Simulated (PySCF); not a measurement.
# Two runs on C₃H₁₀OSi

System: C₃H₁₀OSi, SMILES C[Si](C)(C)O.
Method of the first run: GIAO KT3/pcSseg-2 NMR shielding, non-relativistic, gas phase (PySCF 2.14.0).

The geometry comes from this level: PBE0-D3(BJ)/def2-TZVP. Text and figures count atoms from 1; the logs count them from 0 in places.

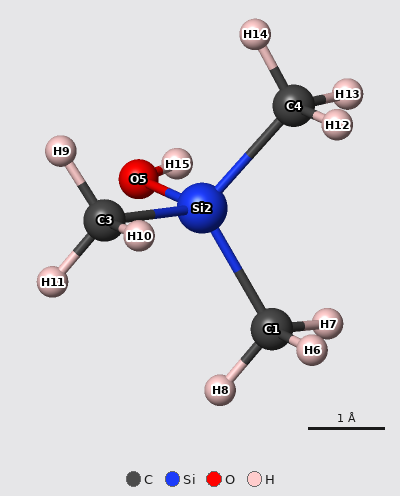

Fig. 1: The input geometry (ball-and-stick view, seen at a tilt; atoms are numbered from 1 in the order of the input).

## Input file, the first run
```
{"job": {"kind": "nmr", "xc": "KT3", "basis": "pcSseg-2", "pop": false}, "charge": 0, "multiplicity": 1}
C     -1.202463     0.268204    -1.278542
Si    -0.148187     0.071514     0.253217
C      0.139926    -1.727086     0.633955
C      1.471712     0.974169     0.006417
O     -0.942272     0.669710     1.582577
H     -0.702228    -0.152063    -2.155726
H     -1.410522     1.320757    -1.491209
H     -2.159759    -0.244866    -1.158651
H      0.702522    -1.837985     1.564253
H      0.708982    -2.210045    -0.164855
H     -0.806750    -2.260946     0.745853
H      1.994739     0.603674    -0.879806
H      1.310634     2.047474    -0.135474
H      2.131708     0.845120     0.867262
H     -1.107433     1.612220     1.607608
```

The first line tells a small driver script what to run in PySCF; the rest is the geometry in Å.

Command:
```bash
OMP_NUM_THREADS=1 python <driver script> task.json out
```

Hardware: 1 CPU thread, shared host.

## Output (the first run)
```
coarse grid: 12168 points
cycle   1  E = -490.2059182665  dE =  2.339e-01  |g| = 1.073e+00  |ddm| = 2.498e+00
cycle   2  E = -489.5079573612  dE =  6.980e-01  |g| = 2.042e+00  |ddm| = 4.130e+00
cycle   3  E = -490.4307886920  dE = -9.228e-01  |g| = 3.249e-01  |ddm| = 3.796e+00
cycle   4  E = -490.4534447907  dE = -2.266e-02  |g| = 1.023e-01  |ddm| = 3.105e-01
cycle   5  E = -490.4558197990  dE = -2.375e-03  |g| = 1.637e-02  |ddm| = 7.508e-02
cycle   6  E = -490.4558884064  dE = -6.861e-05  |g| = 7.755e-03  |ddm| = 2.445e-02
cycle   7  E = -490.4559029870  dE = -1.458e-05  |g| = 8.969e-04  |ddm| = 7.255e-03
cycle   8  E = -490.4559030886  dE = -1.017e-07  |g| = 2.790e-04  |ddm| = 8.116e-04
final grid: 110480 points
cycle   9  E = -490.4749612327  dE = -3.730e-04  |g| = 1.408e-02  |ddm| = 7.476e-02
cycle  10  E = -490.4749187747  dE =  4.246e-05  |g| = 1.907e-02  |ddm| = 1.883e-02
cycle  11  E = -490.4749756129  dE = -5.684e-05  |g| = 5.443e-03  |ddm| = 1.624e-02
cycle  12  E = -490.4749807257  dE = -5.113e-06  |g| = 5.556e-04  |ddm| = 4.094e-03
cycle  13  E = -490.4749807952  dE = -6.940e-08  |g| = 1.670e-04  |ddm| = 6.566e-04
cycle  14  E = -490.4749808026  dE = -7.405e-09  |g| = 2.751e-05  |ddm| = 1.550e-04
cycle  15  E = -490.4749808027  dE = -1.817e-10  |g| = 8.345e-06  |ddm| = 2.719e-05
converged SCF energy = -490.4749808027

GIAO shielding tensors (ppm)
atom      isotropic    diamagn.    paramagn.     s11        s22        s33       span
  0 C      181.244     246.892     -65.648    173.905    180.349    189.478     15.573
  1 Si     341.382     880.404    -539.023    322.303    332.091    369.752     47.449
  2 C      184.053     245.142     -61.089    177.383    183.873    190.904     13.521
  3 C      181.344     247.136     -65.792    173.709    180.732    189.592     15.883
  4 O      278.602     384.604    -106.002    267.461    274.806    293.539     26.078
  5 H       31.677      31.724      -0.047     28.157     29.261     37.612      9.454
  6 H       31.605      31.394       0.211     28.124     29.403     37.288      9.164
  7 H       31.424      30.932       0.492     27.759     29.172     37.342      9.583
  8 H       31.392      30.263       1.128     27.619     28.970     37.586      9.968
  9 H       31.812      31.226       0.587     28.247     29.374     37.816      9.569
 10 H       31.365      30.311       1.054     27.560     29.022     37.514      9.954
 11 H       31.665      31.779      -0.114     28.124     29.247     37.623      9.499
 12 H       31.628      31.555       0.073     28.204     29.388     37.292      9.089
 13 H       31.417      31.080       0.338     27.720     29.179     37.353      9.633
 14 H       31.222      32.833      -1.611     23.829     26.445     43.392     19.564
```

The input of the second run differs as follows (lines with − go, lines with + come):
```diff
-"xc": "KT3"
+"xc": "PBE0"
-"pop": false
```

What does this change do to the results?

The total energies belong to different methods, so their difference says nothing on which is more stable or more accurate. The HOMO goes from −6.72 to −8.01 eV. The LUMO goes from −0.64 to 0.25 eV. The dipole moment goes from 1.24 to 1.35 D. Of all shieldings, the largest change is that of Si2, by −18.9 ppm. The functional changes from KT3 to PBE0. Exact exchange removes part of the self-interaction error of semilocal functionals, which pushes filled and empty levels apart. The SCF takes 12 iterations against 15.

## Output (the second run)
```
coarse grid: 12168 points
cycle   1  E = -484.7362361044  dE =  2.386e-01  |g| = 8.628e-01  |ddm| = 2.518e+00
cycle   2  E = -484.5918397991  dE =  1.444e-01  |g| = 1.224e+00  |ddm| = 1.564e+00
cycle   3  E = -484.8812539002  dE = -2.894e-01  |g| = 1.570e-01  |ddm| = 1.150e+00
cycle   4  E = -484.8861456790  dE = -4.892e-03  |g| = 3.054e-02  |ddm| = 1.071e-01
cycle   5  E = -484.8863673931  dE = -2.217e-04  |g| = 4.588e-03  |ddm| = 2.134e-02
cycle   6  E = -484.8863713714  dE = -3.978e-06  |g| = 1.281e-03  |ddm| = 4.762e-03
final grid: 110480 points
cycle   7  E = -484.8868620685  dE = -9.901e-05  |g| = 8.771e-03  |ddm| = 3.665e-02
cycle   8  E = -484.8868518228  dE =  1.025e-05  |g| = 1.122e-02  |ddm| = 1.143e-02
cycle   9  E = -484.8868793736  dE = -2.755e-05  |g| = 1.374e-03  |ddm| = 6.865e-03
cycle  10  E = -484.8868796956  dE = -3.221e-07  |g| = 2.717e-04  |ddm| = 9.628e-04
cycle  11  E = -484.8868797099  dE = -1.426e-08  |g| = 3.555e-05  |ddm| = 1.925e-04
cycle  12  E = -484.8868797101  dE = -2.030e-10  |g| = 7.167e-06  |ddm| = 3.360e-05
converged SCF energy = -484.8868797101

GIAO shielding tensors (ppm)
atom      isotropic    diamagn.    paramagn.     s11        s22        s33       span
  0 C      183.821     247.494     -63.673    176.069    183.383    192.010     15.941
  1 Si     322.492     877.781    -555.289    303.944    313.059    350.473     46.529
  2 C      186.513     246.305     -59.792    179.475    186.779    193.284     13.809
  3 C      183.969     247.760     -63.791    175.946    183.824    192.136     16.190
  4 O      282.712     385.604    -102.892    272.718    277.414    298.006     25.288
  5 H       31.592      31.603      -0.011     27.955     29.049     37.773      9.818
  6 H       31.482      31.406       0.075     27.816     29.153     37.476      9.661
  7 H       31.295      30.932       0.363     27.441     28.916     37.527     10.086
  8 H       31.264      30.412       0.852     27.325     28.733     37.736     10.411
  9 H       31.722      31.309       0.413     28.010     29.146     38.008      9.998
 10 H       31.238      30.455       0.783     27.267     28.786     37.660     10.393
 11 H       31.577      31.657      -0.079     27.914     29.031     37.786      9.872
 12 H       31.504      31.578      -0.074     27.894     29.135     37.483      9.590
 13 H       31.291      31.077       0.214     27.405     28.927     37.541     10.136
 14 H       30.900      32.656      -1.756     23.225     25.892     43.582     20.357
```

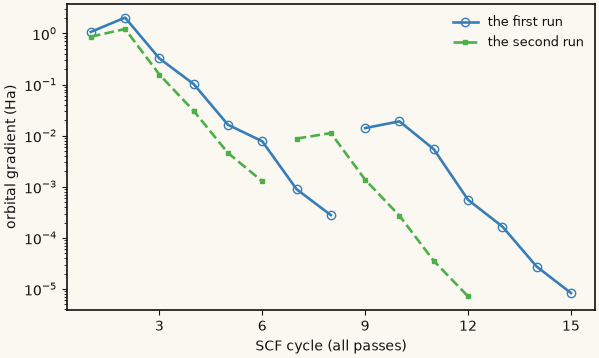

Fig. 2: Convergence of the two runs: orbital gradient against the SCF cycle. A break in a curve parts two SCF passes (coarse and final grid). The first run takes 15 cycles in all, and the second run takes 12.

## The two runs side by side

```csv
quantity,the first run,the second run
outcome,converged,converged
total energy (hartree),−490.474981,−484.886880
HOMO (eV),−6.72,−8.01
LUMO (eV),−0.64,0.25
dipole moment (D),1.24,1.35
shielding of C1 (ppm),181.2,183.8
shielding of Si2 (ppm),341.4,322.5
shielding of C3 (ppm),184.1,186.5
shielding of C4 (ppm),181.3,184.0
shielding of O5 (ppm),278.6,282.7
shielding of H8 (ppm),31.4,31.3
shielding of H15 (ppm),31.2,30.9
SCF iterations,15,12
basis functions,327,327
wall time (shared host),57 s,60 s
```
